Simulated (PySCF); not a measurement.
**C$_{6}$H$_{15}$OPSi (SMILES C[Si]1(C)CC[PH](=O)CC1): density, localisation and related maps**

```xyz
24

C    -2.4278   -0.9411    0.9291
Si   -0.9511   -0.1478    0.0295
C    -1.5303    0.7951   -1.5258
C    -0.0683    1.0606    1.2157
C     1.2643    1.5226    0.6498
P     2.3986    0.1429    0.2824
O     3.7554    0.5652   -0.0786
C     1.5984   -0.9263   -0.9592
C     0.2829   -1.5148   -0.4766
H    -2.9451   -1.6388    0.2805
H    -3.1439   -0.1868    1.2345
H    -2.1221   -1.4830    1.8177
H    -0.7008    1.2556   -2.0547
H    -2.2303    1.5840   -1.2680
H    -2.0329    0.1312   -2.2226
H     0.1108    0.5732    2.1754
H    -0.6938    1.9309    1.4217
H     1.1397    2.0783   -0.2853
H     1.8020    2.1791    1.3423
H     2.3381   -0.6310    1.4476
H     2.3317   -1.7013   -1.2072
H     1.4660   -0.3132   -1.8567
H    -0.1371   -2.1486   -1.2596
H     0.4842   -2.1663    0.3754
```

Geometry: GFN2-xTB.

Level of theory: PBE0/pcSseg-1, SCF density, gas phase, non-relativistic in PySCF 2.14.0.

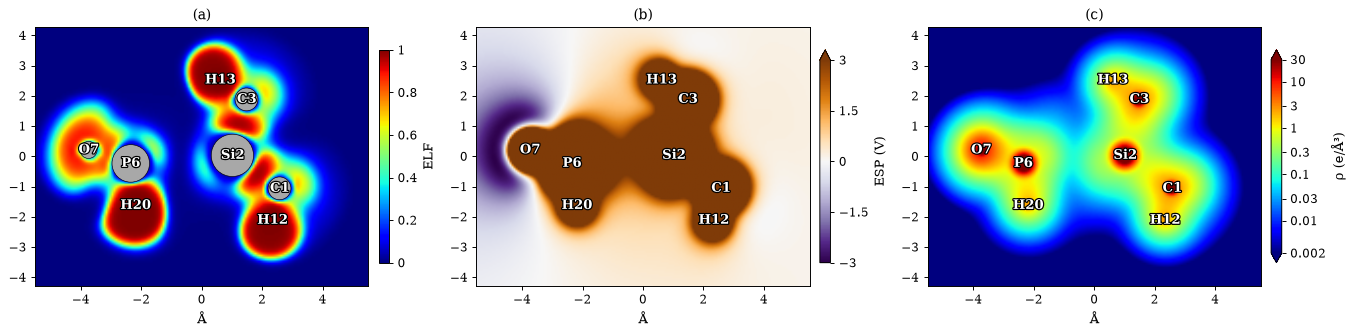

Figure 1. (a) electron localisation function; (b) molecular electrostatic potential; (c) total electron density on the plane of atoms O7, P6 and H20. Grey discs cover the atomic cores in the ELF map.

Question: What does the map show?

Answer: Atoms in the plane: C, Si, P, O and H.
P–O (1.47 Å): the density is about 1.9 e/Å³ at the midpoint; the ELF peaks at about 0.80 between the atoms, as expected for a polar covalent bond.
C–Si (1.90 Å): ρ at the midpoint is about 0.92 e/Å³; the ELF peaks at about 0.95 between the atoms: localised, covalent bonding.
C–H (1.08 Å): ρ is about 1.9 e/Å³ halfway; the ELF climbs to about 1 towards the hydrogen, as it does in any bond to H (an ordinary covalent bond to hydrogen).
P–H (1.40 Å): the density is about 1.1 e/Å³ at the midpoint; the ELF climbs to about 1 towards the hydrogen.
The ELF also peaks beside O7, away from the bonds: lone-pair regions.
Outside the dense part of the molecule the potential is most negative (−3.0 V) near O7.

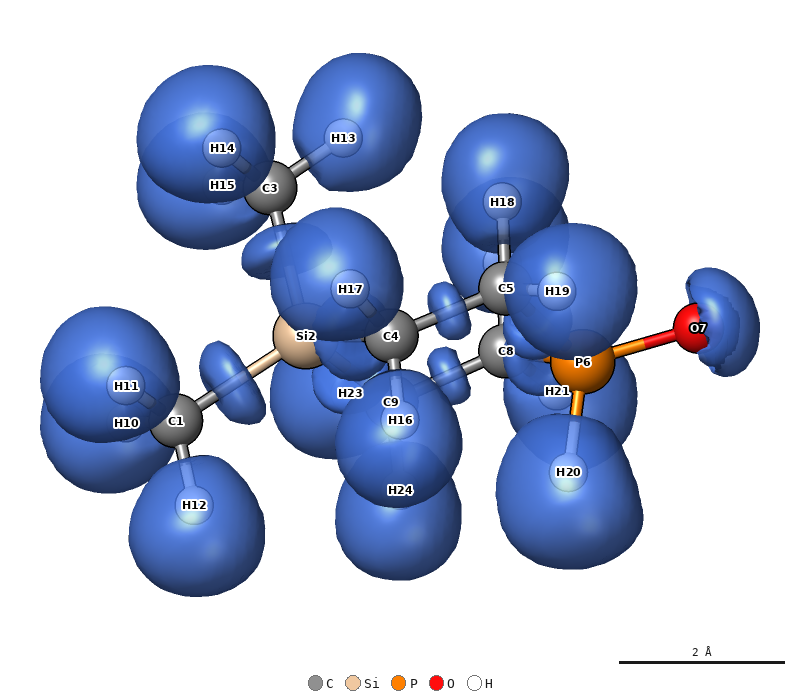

Figure 2. Isosurface of the electron localisation function at 0.85 (blue), seen from one side. Core shells and regions of very low density are left out.

Question: Describe the localisation domains.

Answer: At this value the surface marks out two regions between bonded C–C atoms (shared pairs), two regions between bonded C–P atoms (shared pairs), four regions between bonded C–Si atoms (shared pairs), 15 regions around hydrogen nuclei and one lobe on O, pointing away from the bonds (lone pairs, which may merge into one lobe). Profiles from the grid: C–C (1.52 Å): the ELF peaks at about 0.95 between the atoms; a shared electron pair.

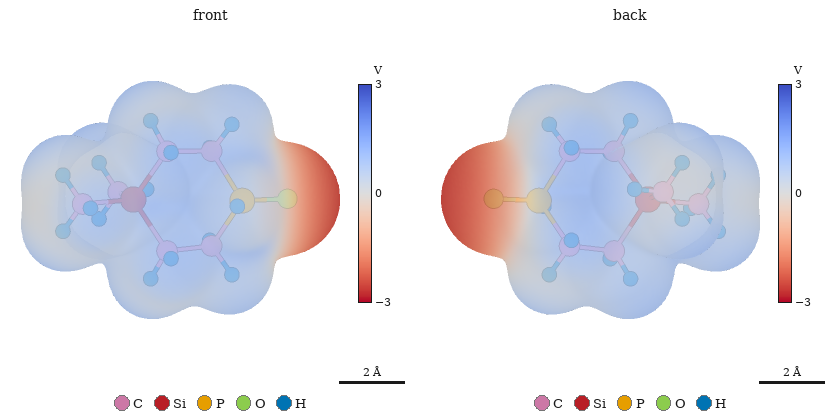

Figure 3. The electrostatic potential painted on the density surface at 0.002 e/bohr³, seen from the front and from behind; the colour scale runs from red (negative) to blue (positive).

Question: Where is the surface potential most negative and most positive?

Answer: The most negative region (about −2.5 V) lies over O7, the most positive (about +1.0 V) over the H, P and Si atoms. O7 is the likeliest acceptor of a hydrogen bond.

Question: What dipole moment does the calculation give?

Answer: Its dipole moment is 4.73 D.
